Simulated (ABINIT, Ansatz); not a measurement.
# ZrPbO3 (Pm-3m): modes at Γ and the response to a field, part 2 of 3

Aim: the zone-centre modes of ZrPbO3 (Pm-3m).

ABINIT 10.8.3; DFT LDA, scalar-relativistic, plane waves, PseudoDojo norm-conserving pseudopotentials.

So far. Step 3 (Ground state): The cell stands at -0.81 GPa: the relaxation ran with a smoothed and higher cutoff, and the difference is a stress of the finite basis. Step 5 (Linear response at Γ): The acoustic modes at Γ come out as far as 1.6 cm⁻¹ from zero, where they should vanish, a small numerical error; the Born charges miss their sum rule by 0.017 e, which is good. The relaxed cell has a = 4.108 Å (conventional setting).

## Step 6: Modes with the sum rule

anaddb reads the merged derivatives, imposes the acoustic sum rule and charge neutrality, and adds the LO-TO term along chosen directions.

File anaddb.abi:

```
ddb_filepath "gamma_DDB"
output_file "anaddb.abo"
outdata_prefix "anaddb"
asr 1
chneut 1
enunit 2
eivec 1
nph1l 1
qph1l 0.0 0.0 0.0 1.0
dieflag 2
nph2l 3
qph2l 
    1.0 0.0 0.0 0.0
    0.0 0.0 1.0 0.0
    1.0 1.0 1.0 0.0
```

File mrgddb.in:

```
gamma_DDB
merged
2
dfpt_gammao_DS2_DDB
gso_DDB
```

Launch:

```bash
> mrgddb < mrgddb.in > mrgddb.log
> OMP_NUM_THREADS=1 anaddb anaddb.abi > anaddb.log
```

anaddb.abo, the main output file:

```text
[banners, grids, parts of the stress and lines that vanish by symmetry left out]
-outvars_anaddb: echo values of input variables ----------------------

 Flags :
[...]
Dielectric Tensor and Effective Charges
[...]
Effective charge tensors after
[...]
Phonon wavevector (reduced coordinates) :  0.00000  0.00000  0.00000
 Phonon energies in Hartree :
[...]
Phonon energies in meV     :
- -1.757551E+01 -1.757551E+01 -1.757551E+01  0.000000E+00  0.000000E+00
-  0.000000E+00  3.674941E+00  3.674941E+00  3.674941E+00  1.897216E+01
-  1.897216E+01  1.897216E+01  7.165639E+01  7.165639E+01  7.165639E+01
 Phonon frequencies in cm-1    :
- -1.417560E+02 -1.417560E+02 -1.417560E+02  0.000000E+00  0.000000E+00
-  0.000000E+00  2.964040E+01  2.964040E+01  2.964040E+01  1.530208E+02
-  1.530208E+02  1.530208E+02  5.779477E+02  5.779477E+02  5.779477E+02
 Phonon frequencies in Thz     :
- -4.249738E+00 -4.249738E+00 -4.249738E+00  0.000000E+00  0.000000E+00
-  0.000000E+00  8.885967E-01  8.885967E-01  8.885967E-01  4.587449E+00
-  4.587449E+00  4.587449E+00  1.732644E+01  1.732644E+01  1.732644E+01
 Phonon energies in Kelvin  :
- -2.039553E+02 -2.039553E+02 -2.039553E+02  0.000000E+00  0.000000E+00
-  0.000000E+00  4.264592E+01  4.264592E+01  4.264592E+01  2.201628E+02
-  2.201628E+02  2.201628E+02  8.315379E+02  8.315379E+02  8.315379E+02
[...]
-  1  0.00000000E+00  0.00000000E+00  7.97259630E-04
-     0.00000000E+00  0.00000000E+00  0.00000000E+00
-  2  0.00000000E+00  0.00000000E+00 -3.64124835E-04
-     0.00000000E+00  0.00000000E+00  0.00000000E+00
-  3  0.00000000E+00  0.00000000E+00 -1.42817116E-03
-     0.00000000E+00  0.00000000E+00  0.00000000E+00
-  4  0.00000000E+00  0.00000000E+00 -3.41029758E-03
-     0.00000000E+00  0.00000000E+00  0.00000000E+00
-  5  0.00000000E+00  0.00000000E+00 -3.41029758E-03
-     0.00000000E+00  0.00000000E+00  0.00000000E+00
[...]
-  1  0.00000000E+00 -7.97259630E-04  0.00000000E+00
-     0.00000000E+00  0.00000000E+00  0.00000000E+00
-  2  0.00000000E+00  3.64124835E-04  0.00000000E+00
-     0.00000000E+00  0.00000000E+00  0.00000000E+00
-  3  0.00000000E+00  3.41029758E-03  0.00000000E+00
-     0.00000000E+00  0.00000000E+00  0.00000000E+00
-  4  0.00000000E+00  1.42817116E-03  0.00000000E+00
-     0.00000000E+00  0.00000000E+00  0.00000000E+00
-  5  0.00000000E+00  3.41029758E-03  0.00000000E+00
-     0.00000000E+00  0.00000000E+00  0.00000000E+00
[...]
-  1  7.97259630E-04  0.00000000E+00  0.00000000E+00
-     0.00000000E+00  0.00000000E+00  0.00000000E+00
-  2 -3.64124835E-04  0.00000000E+00  0.00000000E+00
-     0.00000000E+00  0.00000000E+00  0.00000000E+00
-  3 -3.41029758E-03  0.00000000E+00  0.00000000E+00
-     0.00000000E+00  0.00000000E+00  0.00000000E+00
-  4 -3.41029758E-03  0.00000000E+00  0.00000000E+00
-     0.00000000E+00  0.00000000E+00  0.00000000E+00
[...]
Phonon at Gamma, with non-analyticity in the
[...]
Phonon energies in Hartree :
[...]
Phonon energies in meV     :
- -1.757551E+01 -1.757551E+01  0.000000E+00  0.000000E+00  0.000000E+00
-  3.674941E+00  3.674941E+00  3.674941E+00  1.071711E+01  1.897216E+01
[...]
Phonon frequencies in cm-1    :
[...]
Phonon frequencies in Thz     :
[...]
Phonon energies in Kelvin  :
[...]
-  4.264592E+01  4.264592E+01  4.264592E+01  1.243669E+02  2.201628E+02
-  2.201628E+02  4.601742E+02  8.315379E+02  8.315379E+02  1.022316E+03
[...]
-  5  0.00000000E+00  0.00000000E+00 -1.25839513E-03
-     0.00000000E+00  0.00000000E+00  0.00000000E+00
[...]
-  1  0.00000000E+00  1.25839543E-03  0.00000000E+00
-     0.00000000E+00  0.00000000E+00  0.00000000E+00
-  2  0.00000000E+00  1.25839514E-03  0.00000000E+00
-     0.00000000E+00  0.00000000E+00  0.00000000E+00
-  3  0.00000000E+00  1.25839513E-03  0.00000000E+00
-     0.00000000E+00  0.00000000E+00  0.00000000E+00
-  4  0.00000000E+00  1.25839508E-03  0.00000000E+00
-     0.00000000E+00  0.00000000E+00  0.00000000E+00
-  5  0.00000000E+00  1.25839513E-03  0.00000000E+00
-     0.00000000E+00  0.00000000E+00  0.00000000E+00
[...]
Phonon at Gamma, with non-analyticity in the
[...]
Phonon energies in Hartree :
[...]
Phonon energies in meV     :
- -1.757551E+01 -1.757551E+01  0.000000E+00  0.000000E+00  0.000000E+00
-  3.674941E+00  3.674941E+00  3.674941E+00  1.071711E+01  1.897216E+01
-  1.897216E+01  3.965474E+01  7.165639E+01  7.165639E+01  8.809634E+01
 Phonon frequencies in cm-1    :
- -1.417560E+02 -1.417560E+02  0.000000E+00  0.000000E+00  0.000000E+00
[...]
Phonon frequencies in Thz     :
[...]
Phonon energies in Kelvin  :
[...]
Phonon at Gamma, with non-analyticity in the
[...]
Phonon energies in Hartree :
[...]
Phonon energies in meV     :
[...]
Phonon frequencies in cm-1    :
[...]
Phonon frequencies in Thz     :
[...]
Phonon energies in Kelvin  :
[...]
-  4.264592E+01  4.264592E+01  4.264592E+01  1.243669E+02  2.201628E+02
-  2.201628E+02  4.601742E+02  8.315379E+02  8.315379E+02  1.022316E+03
[...]
-  4  8.27345479E-04  2.93010671E-03 -2.80118988E-04
-     0.00000000E+00  0.00000000E+00  0.00000000E+00
-  5 -4.42999485E-03 -5.47226491E-04 -2.80118988E-04
-     0.00000000E+00  0.00000000E+00  0.00000000E+00
[...]
;  5 -3.16334306E-03 -2.35578743E-04 -2.35578743E-04
;     0.00000000E+00  0.00000000E+00  0.00000000E+00
-
```

Run time: 0.73 s. Hardware: 1 thread of Intel Xeon Platinum 8259CL at 2.50GHz (Skylake/Cascade Lake), shared host.

Read from the output:

```yaml
lowest_optical_zone_centre_mode: -141.8 cm⁻¹
highest_mode_moved_by_the_lo_to_term: 710.5 cm⁻¹
```

No LO-TO term; unit eigenvectors of the mass-weighted matrix, from anaddb's displacements. The modes at Γ (shares of kinetic energy by element, %) (negative means imaginary):

```tsv
mode	frequency (cm⁻¹)	symmetry	Pb %	Zr %	O %
1	-141.8	T1u	24	2	74
2	-141.8	T1u	24	2	74
3	-141.8	T1u	24	2	74
4	0.0	acoustic	60	26	14
5	0.0	acoustic	60	26	14
6	0.0	acoustic	60	26	14
7	29.6	T2u	0	0	100
8	29.6	T2u	0	0	100
9	29.6	T2u	0	0	100
10	153.0	T1u	16	67	17
11	153.0	T1u	16	67	17
12	153.0	T1u	16	67	17
13	577.9	T1u	0	5	95
14	577.9	T1u	0	5	95
15	577.9	T1u	0	5	95
```

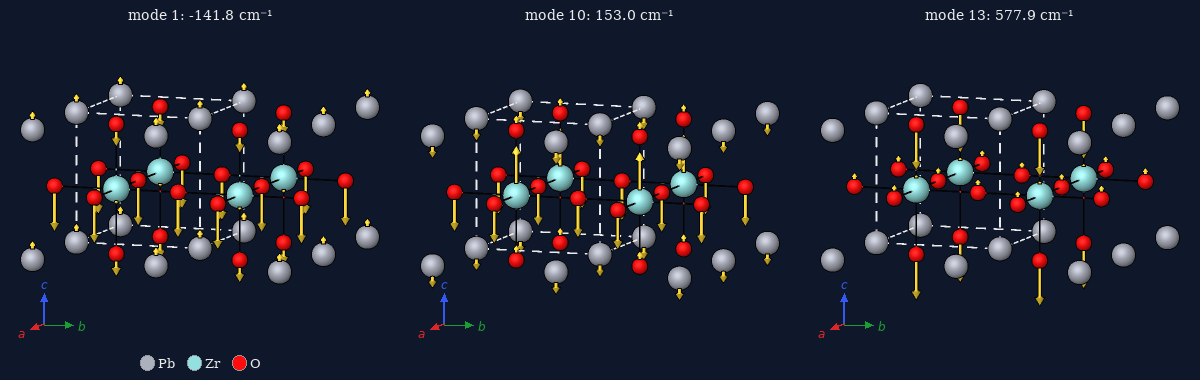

Displacement patterns of modes 1, 10 and 13 at Γ; arrows are exaggerated. 2×2×1 cells are drawn. Some periodic images of atoms are drawn too.

With imaginary modes the relaxed-ion tensors have no meaning and are not tabulated.

The rule also moves an optical mode by 0.5 cm⁻¹.

## Step 7: Sum rules set otherwise (asr 0)

Without the rule the raw error of the acoustic modes shows.

Changes to anaddb.abi since step 6:

```diff
@@ -3,4 +3,4 @@
 outdata_prefix "anaddb"
-asr 1
-chneut 1
+asr 0
+chneut 0
 enunit 2
```

mrgddb.in is that of step 6.

anaddb.abo, the main output file:

```text
[banners, grids, parts of the stress and lines that vanish by symmetry left out]
-outvars_anaddb: echo values of input variables ----------------------

 Flags :
[...]
Dielectric Tensor and Effective Charges
[...]
Effective charge tensors after
[...]
Phonon wavevector (reduced coordinates) :  0.00000  0.00000  0.00000
 Phonon energies in Hartree :
[...]
Phonon energies in meV     :
- -1.756701E+01 -1.756701E+01 -1.756701E+01  1.955497E-01  1.955497E-01
-  1.955498E-01  3.735190E+00  3.735190E+00  3.735190E+00  1.897415E+01
-  1.897415E+01  1.897415E+01  7.165613E+01  7.165613E+01  7.165613E+01
 Phonon frequencies in cm-1    :
- -1.416875E+02 -1.416875E+02 -1.416875E+02  1.577215E+00  1.577215E+00
-  1.577215E+00  3.012634E+01  3.012634E+01  3.012634E+01  1.530368E+02
-  1.530368E+02  1.530368E+02  5.779457E+02  5.779457E+02  5.779457E+02
 Phonon frequencies in Thz     :
- -4.247685E+00 -4.247685E+00 -4.247685E+00  4.728372E-02  4.728372E-02
-  4.728372E-02  9.031648E-01  9.031648E-01  9.031648E-01  4.587928E+00
-  4.587928E+00  4.587928E+00  1.732638E+01  1.732638E+01  1.732638E+01
 Phonon energies in Kelvin  :
- -2.038567E+02 -2.038567E+02 -2.038567E+02  2.269260E+00  2.269261E+00
-  2.269261E+00  4.334507E+01  4.334507E+01  4.334507E+01  2.201858E+02
-  2.201858E+02  2.201858E+02  8.315349E+02  8.315349E+02  8.315349E+02
[...]
-  1  0.00000000E+00  0.00000000E+00 -7.97849178E-04
-     0.00000000E+00  0.00000000E+00  0.00000000E+00
-  2  0.00000000E+00  0.00000000E+00  3.64126577E-04
-     0.00000000E+00  0.00000000E+00  0.00000000E+00
-  3  0.00000000E+00  0.00000000E+00  1.42794239E-03
-     0.00000000E+00  0.00000000E+00  0.00000000E+00
-  4  0.00000000E+00  0.00000000E+00  3.40945207E-03
-     0.00000000E+00  0.00000000E+00  0.00000000E+00
-  5  0.00000000E+00  0.00000000E+00  3.40945207E-03
-     0.00000000E+00  0.00000000E+00  0.00000000E+00
[...]
-  1  0.00000000E+00  7.97849178E-04  0.00000000E+00
-     0.00000000E+00  0.00000000E+00  0.00000000E+00
-  2  0.00000000E+00 -3.64126577E-04  0.00000000E+00
-     0.00000000E+00  0.00000000E+00  0.00000000E+00
-  3  0.00000000E+00 -3.40945207E-03  0.00000000E+00
-     0.00000000E+00  0.00000000E+00  0.00000000E+00
-  4  0.00000000E+00 -1.42794239E-03  0.00000000E+00
-     0.00000000E+00  0.00000000E+00  0.00000000E+00
-  5  0.00000000E+00 -3.40945207E-03  0.00000000E+00
-     0.00000000E+00  0.00000000E+00  0.00000000E+00
[...]
-  1  7.97849178E-04  0.00000000E+00  0.00000000E+00
-     0.00000000E+00  0.00000000E+00  0.00000000E+00
-  2 -3.64126577E-04  0.00000000E+00  0.00000000E+00
-     0.00000000E+00  0.00000000E+00  0.00000000E+00
-  3 -3.40945207E-03  0.00000000E+00  0.00000000E+00
-     0.00000000E+00  0.00000000E+00  0.00000000E+00
-  4 -3.40945207E-03  0.00000000E+00  0.00000000E+00
-     0.00000000E+00  0.00000000E+00  0.00000000E+00
[...]
Phonon at Gamma, with non-analyticity in the
[...]
Phonon energies in Hartree :
[...]
Phonon energies in meV     :
- -1.756701E+01 -1.756701E+01  1.931908E-01  1.955497E-01  1.955497E-01
-  3.735190E+00  3.735190E+00  3.735190E+00  1.073332E+01  1.897415E+01
[...]
Phonon frequencies in cm-1    :
[...]
Phonon frequencies in Thz     :
[...]
Phonon energies in Kelvin  :
[...]
-  4.334507E+01  4.334507E+01  4.334507E+01  1.245550E+02  2.201858E+02
-  2.201858E+02  4.604947E+02  8.315349E+02  8.315349E+02  1.022548E+03
[...]
-  5  1.25550622E-03  0.00000000E+00  0.00000000E+00
-     0.00000000E+00  0.00000000E+00  0.00000000E+00
[...]
-  1  0.00000000E+00  0.00000000E+00  1.25801397E-03
-     0.00000000E+00  0.00000000E+00  0.00000000E+00
-  2  0.00000000E+00  0.00000000E+00  1.25882895E-03
-     0.00000000E+00  0.00000000E+00  0.00000000E+00
-  3  0.00000000E+00  0.00000000E+00  1.25901791E-03
-     0.00000000E+00  0.00000000E+00  0.00000000E+00
-  4  0.00000000E+00  0.00000000E+00  1.25931604E-03
-     0.00000000E+00  0.00000000E+00  0.00000000E+00
-  5  0.00000000E+00  0.00000000E+00  1.25931604E-03
-     0.00000000E+00  0.00000000E+00  0.00000000E+00
[...]
Phonon at Gamma, with non-analyticity in the
[...]
Phonon energies in Hartree :
[...]
Phonon energies in meV     :
- -1.756701E+01 -1.756701E+01  1.931908E-01  1.955497E-01  1.955498E-01
-  3.735190E+00  3.735190E+00  3.735190E+00  1.073332E+01  1.897415E+01
-  1.897415E+01  3.968236E+01  7.165613E+01  7.165613E+01  8.811635E+01
 Phonon frequencies in cm-1    :
- -1.416875E+02 -1.416875E+02  1.558189E+00  1.577215E+00  1.577215E+00
[...]
Phonon frequencies in Thz     :
[...]
Phonon energies in Kelvin  :
[...]
Phonon at Gamma, with non-analyticity in the
[...]
Phonon energies in Hartree :
[...]
Phonon energies in meV     :
[...]
Phonon frequencies in cm-1    :
[...]
Phonon frequencies in Thz     :
[...]
Phonon energies in Kelvin  :
[...]
-  4.334507E+01  4.334507E+01  4.334507E+01  1.245550E+02  2.201858E+02
-  2.201858E+02  4.604947E+02  8.315349E+02  8.315349E+02  1.022548E+03
[...]
-  4  8.27420878E-04  2.93008642E-03 -2.80144708E-04
-     0.00000000E+00  0.00000000E+00  0.00000000E+00
-  5 -4.42996573E-03 -5.47276170E-04 -2.80144708E-04
-     0.00000000E+00  0.00000000E+00  0.00000000E+00
[...]
;  5 -3.16331783E-03 -2.36867895E-04 -2.36867895E-04
;     0.00000000E+00  0.00000000E+00  0.00000000E+00
-
```

Wall time 0.65 s (1 thread).

Numbers from this step:

- lowest optical zone-centre mode: -141.7 cm⁻¹

Zone-centre frequencies as printed; negative means imaginary. Modes:

```tsv
mode	frequency (cm⁻¹)
1	-141.7
2	-141.7
3	-141.7
4	1.58
5	1.58
6	1.58
7	30.13
8	30.13
9	30.13
10	153
11	153
12	153
13	578
14	578
15	578
```

With imaginary modes the relaxed-ion tensors have no meaning and are not tabulated.

(Continued in part 3 of 3.)

[Host names and launcher messages were left out of these logs when they were recorded.]

[Logs are printed without paths, hosts, clocks, repeated set-up lines and the standing remarks that a program may print on its own settings, such as how far it seeks lower states.]

[Hosts, paths, dates, database ids (printed as entryN), source tags and the programs' standing remarks are cut or masked in the printed files.]
